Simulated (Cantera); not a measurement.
Charge: 1 mol Ta, 4.3 mol O2, 4.6 mol N2, 0.001 mol CH4, held at 13300 Pa.

Equilibrium computed with Cantera from the NASA thermochemical tables; the gas is ideal and each condensed phase is pure. Candidate condensed phases: C, C6H6, C7H8, C8H18, H2O, Ta, TaC, Ta2O5; 139 gas species. Rates play no part.

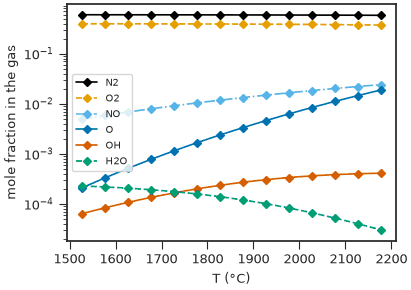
Figure. Equilibrium gas composition (values under 1e-9 drawn at 1e-9)

From 1527 °C to 1777 °C the condensed part is Ta2O5(s). From 1827 °C to 2177 °C the condensed part is Ta2O5(l).
